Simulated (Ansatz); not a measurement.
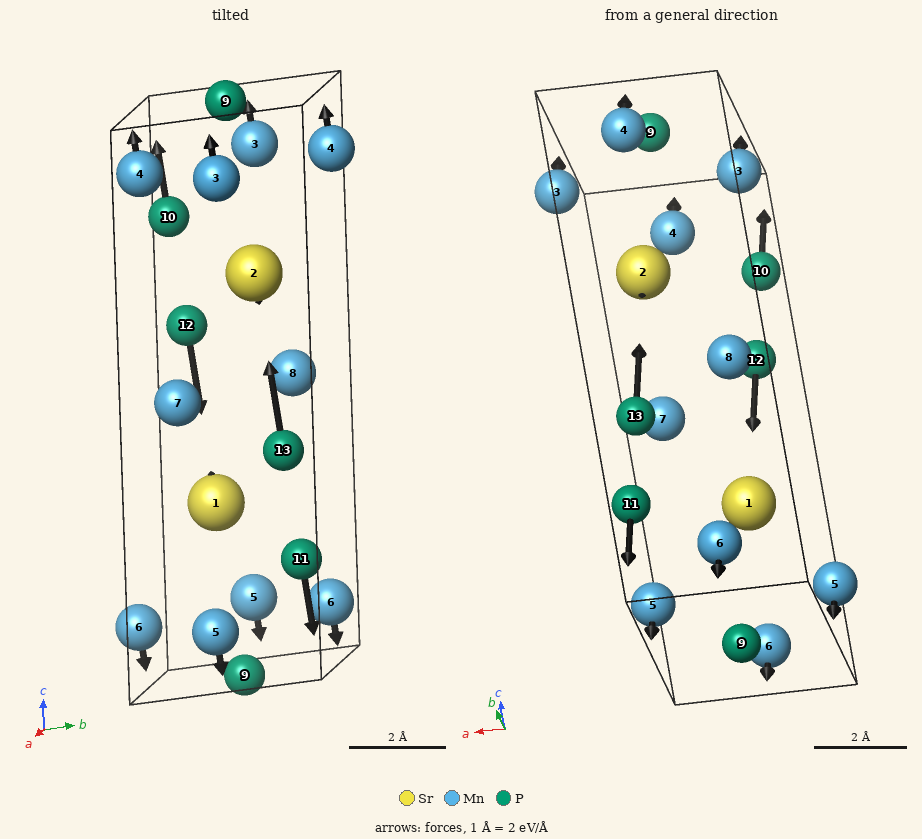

An orthographic spheres-only view of the structure, slightly off an axis and from a general direction. The outline marks the simulation cell. The arrows are the computed forces on the atoms.

System: Sr₂Mn₆P₅. Electronic-structure method: DFT, PAW plane waves, r2SCAN (Ansatz). Parameters: 500 eV cutoff, k-grid 6×6×6, Methfessel-Paxton smearing of 0.027 eV, no spin polarisation (a spin-restricted run, not always the ground state).

### Would an optimiser stop at this geometry?

No. The atoms still feel forces of up to about 3 eV/Å, far above a usual threshold of 0.01 to 0.03 eV/Å.

### Which atom has the biggest force on it?

P12 and P13, about 3 eV/Å.

Shown is a generated cell, made by putting these elements into a known structure type (the compound may or may not exist in this form), as it stood before any relaxation. It went into a calculation with Ansatz.
